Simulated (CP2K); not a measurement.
# C3H3NO (oxazole): a chain of runs

Aim: a series of 8 runs (revPBE/DZVP-MOLOPT-SR-GTH, U-revPBE/DZVP-MOLOPT-SR-GTH) of C3H3NO. The setting varied is the cutoff. 

The calculation is run with CP2K 2026.2.

8 further runs of the same task are left out: 8 set aside as unsound or not needed.

## Step 1: The molecule

The species is C3H3NO (8 atoms), meant as a singlet with charge 0. SMILES: `c1cocn1`. The coordinates come from a PBE0-D4/def2-TZVP relaxation.

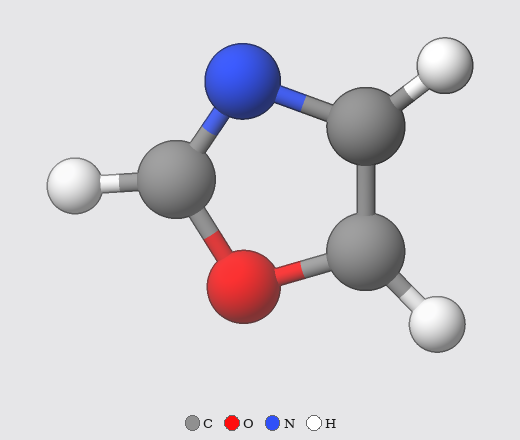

Viewed from a chosen angle; carbon grey, oxygen red, nitrogen blue, hydrogen white.

## Step 2: Energy and forces at revPBE/DZVP-MOLOPT-SR-GTH (core potential) (run 1)

The input, job.inp:

```
&GLOBAL
    PROJECT job
    RUN_TYPE ENERGY_FORCE
    PRINT_LEVEL MEDIUM
&END GLOBAL

&FORCE_EVAL
    METHOD Quickstep
    &DFT
        BASIS_SET_FILE_NAME BASIS_MOLOPT
        POTENTIAL_FILE_NAME GTH_POTENTIALS
        &QS
            METHOD GPW
            EPS_DEFAULT 1.0E-10
        &END QS
        &MGRID
            CUTOFF 350
            REL_CUTOFF 50
            NGRIDS 4
        &END MGRID
        &POISSON
            PERIODIC NONE
            POISSON_SOLVER MULTIPOLE
        &END POISSON
        &SCF
            SCF_GUESS ATOMIC
            EPS_SCF 1.0E-06
            MAX_SCF 80
            ADDED_MOS 10
            &DIAGONALIZATION
                ALGORITHM STANDARD
            &END DIAGONALIZATION
            &MIXING
                METHOD DIRECT_P_MIXING
                ALPHA 0.4
            &END MIXING
        &END SCF
        &XC
            &XC_FUNCTIONAL
                &PBE
                    PARAMETRIZATION REVPBE
                &END PBE
            &END XC_FUNCTIONAL
        &END XC
        &PRINT
            &MOMENTS
                PERIODIC F
                REFERENCE COM
                MAX_MOMENT 1
            &END MOMENTS
            &MO ON
                ENERGIES T
                OCCUPATION_NUMBERS T
                NDIGITS 6
                &EACH
                    QS_SCF 0
                &END EACH
                ADD_LAST NUMERIC
            &END MO
            &HIRSHFELD OFF
            &END HIRSHFELD
        &END PRINT
    &END DFT
    &SUBSYS
        &CELL
            ABC 10.4 10.7 8.5
            PERIODIC NONE
        &END CELL
        &COORD
            C     -0.061900     0.929600     0.395600
            C      1.003400     0.196300     0.014100
            O      0.543600    -0.991000    -0.459600
            C     -0.792200    -0.904500    -0.335200
            N     -1.214100     0.202900     0.162800
            H     -0.086300     1.920900     0.818200
            H      2.069100     0.345200     0.007300
            H     -1.369200    -1.756600    -0.659100
        &END COORD
        &TOPOLOGY
            &CENTER_COORDINATES
            &END CENTER_COORDINATES
        &END TOPOLOGY
        &KIND C
            BASIS_SET DZVP-MOLOPT-SR-GTH-q4
            POTENTIAL GTH-PBE-q4
        &END KIND
        &KIND O
            BASIS_SET DZVP-MOLOPT-SR-GTH-q6
            POTENTIAL GTH-PBE-q6
        &END KIND
        &KIND N
            BASIS_SET DZVP-MOLOPT-SR-GTH-q5
            POTENTIAL GTH-PBE-q5
        &END KIND
        &KIND H
            BASIS_SET DZVP-MOLOPT-SR-GTH-q1
            POTENTIAL GTH-PBE-q1
        &END KIND
    &END SUBSYS
    &PRINT
        &FORCES ON
        &END FORCES
    &END PRINT
&END FORCE_EVAL
```

Started as:

```sh
$ OMP_NUM_THREADS=2 cp2k.psmp -i job.inp > job.out 2>&1
```

The log of the run:

```text
CP2K| version string:                                       CP2K version 2026.2
[...]
 GLOBAL| Method name                                                        CP2K
[...]
 GLOBAL| Run type                                                   ENERGY_FORCE
[...]
 DFT| Spin restricted Kohn-Sham (RKS) calculation                            RKS
 DFT| Multiplicity                                                             1
[...]
 DFT| Charge                                                                   0
[...]
 FUNCTIONAL| PBE:
 QS| Method:                                                                 GPW
[...]
 QS| Density cutoff [a.u.]:                                                175.0
[...]
 QS| Relative density cutoff [a.u.]:                                        25.0
[...]
                             - Atoms:                                          8
[...]
                             - Spherical basis functions:                     80
[...]
 Number of electrons:                                                         26
[...]
     1 P_Mix/Diag. 0.40E+00    0.7     0.93488836       -44.4076560116 -4.44E+01
[...]
    16 DIIS/Diag.  0.80E-06    0.8     0.00000076       -44.8331059474 -1.09E-12
  *** SCF run converged in    16 steps ***
[...]
  Overlap energy of the core charge distribution:               0.00000230808242
  Self energy of the core charge distribution:               -110.61327157564807
  Core Hamiltonian energy:                                     33.37769737634275
  Hartree energy:                                              44.80195721264229
  Exchange-correlation energy:                                -12.39949126886504
  Total energy:                                               -44.83310594744565
[...]
  Dipole moment [Debye]
    X=  0.1572656E+01 Y= -0.2064901E+00 Z= -0.1936850E+00  Total=      1.5979358
  Decoupling Energy:                                               0.0001123652
 ENERGY| Total FORCE_EVAL ( QS ) energy [hartree]            -44.833105947446398
[...]
```

Run time: 14 s. Hardware: 2 threads of Arm Neoverse V1, shared host; peak memory 0.67 GiB.

## Step 3: The doublet cation: energy and forces at U-revPBE/DZVP-MOLOPT-SR-GTH (core potential) (run 2)

The input, mol.inp:

```
&GLOBAL
 PROJECT mol
 RUN_TYPE ENERGY_FORCE
 PRINT_LEVEL MEDIUM
&END GLOBAL

&FORCE_EVAL
 METHOD QUICKSTEP
 &DFT
  BASIS_SET_FILE_NAME BASIS_MOLOPT
  POTENTIAL_FILE_NAME GTH_POTENTIALS
  CHARGE 1
  MULTIPLICITY 2
  LSD T
  ! Quickstep
  &QS
   METHOD GPW
   EPS_DEFAULT 1.0E-10
  &END QS
  &MGRID
   CUTOFF 350
   REL_CUTOFF 50
   NGRIDS 4
  &END MGRID
  &POISSON
   PERIODIC NONE
   POISSON_SOLVER MULTIPOLE
  &END POISSON
  ! self-consistent field
  &SCF
   SCF_GUESS ATOMIC
   EPS_SCF 1.0E-06
   MAX_SCF 40
   &OT
    MINIMIZER DIIS
    PRECONDITIONER FULL_ALL
   &END OT
   &OUTER_SCF
    EPS_SCF 1.0E-06
    MAX_SCF 8
   &END OUTER_SCF
  &END SCF
  ! functional
  &XC
   &XC_FUNCTIONAL
    &PBE
     PARAMETRIZATION REVPBE
    &END PBE
   &END XC_FUNCTIONAL
  &END XC
  ! extra output
  &PRINT
   &MOMENTS
    PERIODIC F
    REFERENCE COM
    MAX_MOMENT 1
   &END MOMENTS
   &MO_CUBES
    NLUMO 1
    NHOMO -1
    WRITE_CUBE F
   &END MO_CUBES
   &HIRSHFELD OFF
   &END HIRSHFELD
  &END PRINT
 &END DFT
 &SUBSYS
  &CELL
   ABC 10.4 10.7 8.5
   PERIODIC NONE
  &END CELL
  &COORD
   C     -0.061900     0.929600     0.395600
   C      1.003400     0.196300     0.014100
   O      0.543600    -0.991000    -0.459600
   C     -0.792200    -0.904500    -0.335200
   N     -1.214100     0.202900     0.162800
   H     -0.086300     1.920900     0.818200
   H      2.069100     0.345200     0.007300
   H     -1.369200    -1.756600    -0.659100
  &END COORD
  &TOPOLOGY
   &CENTER_COORDINATES
   &END CENTER_COORDINATES
  &END TOPOLOGY
  &KIND C
   BASIS_SET DZVP-MOLOPT-SR-GTH-q4
   POTENTIAL GTH-PBE-q4
  &END KIND
  &KIND O
   BASIS_SET DZVP-MOLOPT-SR-GTH-q6
   POTENTIAL GTH-PBE-q6
  &END KIND
  &KIND N
   BASIS_SET DZVP-MOLOPT-SR-GTH-q5
   POTENTIAL GTH-PBE-q5
  &END KIND
  &KIND H
   BASIS_SET DZVP-MOLOPT-SR-GTH-q1
   POTENTIAL GTH-PBE-q1
  &END KIND
 &END SUBSYS
 &PRINT
  &FORCES ON
  &END FORCES
 &END PRINT
&END FORCE_EVAL
```

Started as:

```sh
$ OMP_NUM_THREADS=2 cp2k.psmp mol.inp > mol.out
```

The log of the run:

```text
CP2K| version string:                                       CP2K version 2026.2
[...]
 GLOBAL| Method name                                                        CP2K
[...]
 GLOBAL| Run type                                                   ENERGY_FORCE
[...]
 DFT| Spin unrestricted (spin-polarized) Kohn-Sham calculation               UKS
 DFT| Multiplicity                                                             2
[...]
 DFT| Charge                                                                   1
[...]
 FUNCTIONAL| PBE:
 QS| Method:                                                                 GPW
[...]
 QS| Density cutoff [a.u.]:                                                175.0
[...]
 QS| Relative density cutoff [a.u.]:                                        25.0
[...]
                             - Atoms:                                          8
[...]
                             - Spherical basis functions:                     80
[...]
 Number of electrons:                                                         13
[...]
     1 OT DIIS     0.15E+00    1.2     0.12465380       -41.3571149816 -4.14E+01
[...]
     7 OT DIIS     0.15E+00    1.3     0.00000082       -44.4775793708 -1.63E-09
  *** SCF run converged in     7 steps ***
[...]
  Overlap energy of the core charge distribution:               0.00000230808242
  Self energy of the core charge distribution:               -110.61327157564807
  Core Hamiltonian energy:                                     33.03807782362600
  Hartree energy:                                              45.16931146812375
  Exchange-correlation energy:                                -12.07169939500876
  Total energy:                                               -44.47757937082466
[...]
  Dipole moment [Debye]
    X=  0.2031060E+01 Y=  0.7349855E+00 Z=  0.1763921E+00  Total=      2.1671465
[...]
 HOMO - LUMO gap [eV] :    0.672799
[...]
 ENERGY| Total FORCE_EVAL ( QS ) energy [hartree]            -44.477579371471478
[...]
```

It took 64 s on 2 threads of Arm Neoverse V1, shared host; peak memory 0.83 GiB.

Runs 3 to 5 aren't shown in full; the table further down has their settings and results.

## Step 4: The doublet cation: energy and forces at U-revPBE/DZVP-MOLOPT-SR-GTH (core potential) (run 6)

The input, calc.inp:

```
&GLOBAL
   PROJECT_NAME calc
   RUN_TYPE ENERGY_FORCE
   PRINT_LEVEL MEDIUM
&END GLOBAL
&FORCE_EVAL
   METHOD QUICKSTEP
   &DFT
      BASIS_SET_FILE_NAME BASIS_MOLOPT
      POTENTIAL_FILE_NAME GTH_POTENTIALS
      CHARGE 1
      MULTIPLICITY 2
      UNRESTRICTED_KOHN_SHAM T
      &QS
         METHOD GPW
         EPS_DEFAULT 1.0E-10
      &END QS
      &MGRID
         CUTOFF 600
         REL_CUTOFF 50
         NGRIDS 4
      &END MGRID
      &POISSON
         PERIODIC NONE
         POISSON_SOLVER MULTIPOLE
      &END POISSON
      &SCF
         SCF_GUESS ATOMIC
         EPS_SCF 1.0E-06
         MAX_SCF 40
         &OT
            MINIMIZER DIIS
            PRECONDITIONER FULL_ALL
         &END OT
         &OUTER_SCF
            EPS_SCF 1.0E-06
            MAX_SCF 8
         &END OUTER_SCF
      &END SCF
      &XC
         &XC_FUNCTIONAL
            &PBE
               PARAMETRIZATION REVPBE
            &END PBE
         &END XC_FUNCTIONAL
      &END XC
      &PRINT
         &MOMENTS
            PERIODIC F
            REFERENCE COM
            MAX_MOMENT 1
         &END MOMENTS
         &MO_CUBES
            NLUMO 1
            NHOMO -1
            WRITE_CUBE F
         &END MO_CUBES
         &HIRSHFELD OFF
         &END HIRSHFELD
      &END PRINT
   &END DFT
   &SUBSYS
      &CELL
         ABC 10.4 10.7 8.5
         PERIODIC NONE
      &END CELL
      &COORD
         C     -0.061900     0.929600     0.395600
         C      1.003400     0.196300     0.014100
         O      0.543600    -0.991000    -0.459600
         C     -0.792200    -0.904500    -0.335200
         N     -1.214100     0.202900     0.162800
         H     -0.086300     1.920900     0.818200
         H      2.069100     0.345200     0.007300
         H     -1.369200    -1.756600    -0.659100
      &END COORD
      &TOPOLOGY
         &CENTER_COORDINATES
         &END CENTER_COORDINATES
      &END TOPOLOGY
      &KIND C
         BASIS_SET DZVP-MOLOPT-SR-GTH-q4
         POTENTIAL GTH-PBE-q4
      &END KIND
      &KIND O
         BASIS_SET DZVP-MOLOPT-SR-GTH-q6
         POTENTIAL GTH-PBE-q6
      &END KIND
      &KIND N
         BASIS_SET DZVP-MOLOPT-SR-GTH-q5
         POTENTIAL GTH-PBE-q5
      &END KIND
      &KIND H
         BASIS_SET DZVP-MOLOPT-SR-GTH-q1
         POTENTIAL GTH-PBE-q1
      &END KIND
   &END SUBSYS
   &PRINT
      &FORCES ON
      &END FORCES
   &END PRINT
&END FORCE_EVAL
```

Started as:

```sh
$ OMP_NUM_THREADS=2 cp2k.psmp -i calc.inp > calc.out 2>&1
```

The log of the run:

```text
CP2K| version string:                                       CP2K version 2026.2
[...]
 GLOBAL| Method name                                                        CP2K
[...]
 GLOBAL| Run type                                                   ENERGY_FORCE
[...]
 DFT| Spin unrestricted (spin-polarized) Kohn-Sham calculation               UKS
 DFT| Multiplicity                                                             2
[...]
 DFT| Charge                                                                   1
[...]
 FUNCTIONAL| PBE:
 QS| Method:                                                                 GPW
[...]
 QS| Density cutoff [a.u.]:                                                300.0
[...]
 QS| Relative density cutoff [a.u.]:                                        25.0
[...]
                             - Atoms:                                          8
[...]
                             - Spherical basis functions:                     80
[...]
 Number of electrons:                                                         13
[...]
     1 OT DIIS     0.15E+00    2.6     0.12465438       -41.3569809103 -4.14E+01
[...]
     7 OT DIIS     0.15E+00    3.1     0.00000082       -44.4773809181 -1.64E-09
  *** SCF run converged in     7 steps ***
[...]
  Overlap energy of the core charge distribution:               0.00000230808242
  Self energy of the core charge distribution:               -110.61327157564807
  Core Hamiltonian energy:                                     33.03818844672456
  Hartree energy:                                              45.16922569672219
  Exchange-correlation energy:                                -12.07152579395455
  Total energy:                                               -44.47738091807346
[...]
  Dipole moment [Debye]
    X=  0.2031782E+01 Y=  0.7344441E+00 Z=  0.1764268E+00  Total=      2.1676419
[...]
 HOMO - LUMO gap [eV] :    0.673136
[...]
 ENERGY| Total FORCE_EVAL ( QS ) energy [hartree]            -44.477380918727832
[...]
```

It took 2.6 min on 2 threads of Arm Neoverse V1, shared host; peak memory 1.7 GiB.

Run 7 isn't shown in full; the table further down has it.

## Step 5: The doublet cation: energy and gradient at U-revPBE/DZVP-MOLOPT-SR-GTH (core potential) (run 8)

The input, qs.inp:

```
&global
  project qs
  run_type ENERGY_FORCE
  print_level MEDIUM
&end
&force_eval
  method QUICKSTEP
  &dft
    basis_set_file_name BASIS_MOLOPT
    potential_file_name GTH_POTENTIALS
    charge 1
    multiplicity 2
    uks T
    &qs
      method GPW
      eps_default 1.0E-10
    &end
    &mgrid
      cutoff 800
      rel_cutoff 50
      ngrids 4
    &end
    &poisson
      periodic NONE
      poisson_solver MULTIPOLE
    &end
    &scf
      scf_guess ATOMIC
      eps_scf 1.0E-06
      max_scf 40
      &ot
        minimizer DIIS
        preconditioner FULL_ALL
      &end
      &outer_scf
        eps_scf 1.0E-06
        max_scf 8
      &end
    &end
    &xc
      &xc_functional
        &pbe
          parametrization REVPBE
        &end
      &end
    &end
    &print
      &moments
        periodic F
        reference COM
        max_moment 1
      &end
      &mo_cubes
        nlumo 1
        nhomo -1
        write_cube F
      &end
      &hirshfeld OFF
      &end
    &end
  &end
  &subsys
    &cell
      abc 10.4 10.7 8.5
      periodic NONE
    &end
    &coord
      C     -0.061900     0.929600     0.395600
      C      1.003400     0.196300     0.014100
      O      0.543600    -0.991000    -0.459600
      C     -0.792200    -0.904500    -0.335200
      N     -1.214100     0.202900     0.162800
      H     -0.086300     1.920900     0.818200
      H      2.069100     0.345200     0.007300
      H     -1.369200    -1.756600    -0.659100
    &end
    &topology
      &center_coordinates
      &end
    &end
    &kind C
      basis_set DZVP-MOLOPT-SR-GTH-q4
      potential GTH-PBE-q4
    &end
    &kind O
      basis_set DZVP-MOLOPT-SR-GTH-q6
      potential GTH-PBE-q6
    &end
    &kind N
      basis_set DZVP-MOLOPT-SR-GTH-q5
      potential GTH-PBE-q5
    &end
    &kind H
      basis_set DZVP-MOLOPT-SR-GTH-q1
      potential GTH-PBE-q1
    &end
  &end
  &print
    &forces ON
    &end
  &end
&end
```

Started as:

```sh
$ OMP_NUM_THREADS=2 cp2k.psmp -i qs.inp > qs.out 2>&1
```

The log of the run:

```text
CP2K| version string:                                       CP2K version 2026.2
[...]
 GLOBAL| Method name                                                        CP2K
[...]
 GLOBAL| Run type                                                   ENERGY_FORCE
[...]
 DFT| Spin unrestricted (spin-polarized) Kohn-Sham calculation               UKS
 DFT| Multiplicity                                                             2
[...]
 DFT| Charge                                                                   1
[...]
 FUNCTIONAL| PBE:
 QS| Method:                                                                 GPW
[...]
 QS| Density cutoff [a.u.]:                                                400.0
[...]
 QS| Relative density cutoff [a.u.]:                                        25.0
[...]
                             - Atoms:                                          8
[...]
                             - Spherical basis functions:                     80
[...]
 Number of electrons:                                                         13
[...]
     1 OT DIIS     0.15E+00    4.4     0.12465395       -41.3569327598 -4.14E+01
[...]
     7 OT DIIS     0.15E+00    4.8     0.00000082       -44.4773361031 -1.63E-09
  *** SCF run converged in     7 steps ***
[...]
  Overlap energy of the core charge distribution:               0.00000230808242
  Self energy of the core charge distribution:               -110.61327157564807
  Core Hamiltonian energy:                                     33.03807622824797
  Hartree energy:                                              45.16932920804697
  Exchange-correlation energy:                                -12.07147227183112
  Total energy:                                               -44.47733610310185
[...]
  Dipole moment [Debye]
    X=  0.2031713E+01 Y=  0.7344954E+00 Z=  0.1762671E+00  Total=      2.1675815
[...]
 HOMO - LUMO gap [eV] :    0.673037
[...]
 ENERGY| Total FORCE_EVAL ( QS ) energy [hartree]            -44.477336103748328
[...]
```

It took 3.9 min on 2 threads of Arm Neoverse V1, shared host; peak memory 2.6 GiB.

## Step 6: All runs side by side

```tsv
run	level	cutoff	iteration cap	partner	energy (Eh)	HOMO energy (eV)	LUMO energy (eV)	wall time
1	revPBE/DZVP-MOLOPT-SR-GTH (core potential)	350	80	base	-44.833106	-6.23	-1.03	14 s
2	U-revPBE/DZVP-MOLOPT-SR-GTH (core potential)	350	40	cation	-44.477579	-13.73	-13.05	64 s
3	revPBE/DZVP-MOLOPT-SR-GTH (core potential)	450	80	base	-44.832831	-6.23	-1.03	22 s
4	U-revPBE/DZVP-MOLOPT-SR-GTH (core potential)	450	40	cation	-44.477321	-13.73	-13.05	1.8 min
5	revPBE/DZVP-MOLOPT-SR-GTH (core potential)	600	80	base	-44.832895	-6.23	-1.03	31 s
6	U-revPBE/DZVP-MOLOPT-SR-GTH (core potential)	600	40	cation	-44.477381	-13.73	-13.05	2.6 min
7	revPBE/DZVP-MOLOPT-SR-GTH (core potential)	800	80	base	-44.832849	-6.23	-1.03	53 s
8	U-revPBE/DZVP-MOLOPT-SR-GTH (core potential)	800	40	cation	-44.477336	-13.73	-13.05	3.9 min
```

Convergence of the total energy of singlet C3H3NO with the cutoff, against the last point:

```tsv
cutoff	from the last (mEh)	wall time
350 Ry	-0.257	14 s
450 Ry	+0.018	22 s
600 Ry	-0.046	31 s
800 Ry	+0.000	53 s
```

Convergence of the dipole moment of singlet C3H3NO with the cutoff, against the last point:

```tsv
cutoff	from the last (D)	wall time
350 Ry	-0.0008	14 s
450 Ry	-0.0003	22 s
600 Ry	+0.0001	31 s
800 Ry	+0.0000	53 s
```

## Step 7: Summary of results

```
                                                              quantity         value
                                   doublet cation, run 8: total energy  -44.47734 Eh
             doublet cation, run 8: HOMO energy (highest over α and β)     -13.73 eV
              doublet cation, run 8: LUMO energy (lowest over α and β)     -13.05 eV
                                           doublet cation, run 8: ⟨S²⟩         0.760
                       doublet cation, run 8: largest force on an atom    4.501 eV/Å
vertical ionisation energy (to the doublet cation) (run 1, cutoff 350)      9.674 eV
vertical ionisation energy (to the doublet cation) (run 3, cutoff 450)      9.674 eV
vertical ionisation energy (to the doublet cation) (run 5, cutoff 600)      9.674 eV
vertical ionisation energy (to the doublet cation) (run 7, cutoff 800)      9.674 eV
```

In words: For the total energy of singlet C3H3NO to stay within 0.1 mEh of the last point, 450 Ry is the first point of the series from which all later ones do (22 s against 53 s). All runs together took 11 min, the longest 3.9 min.
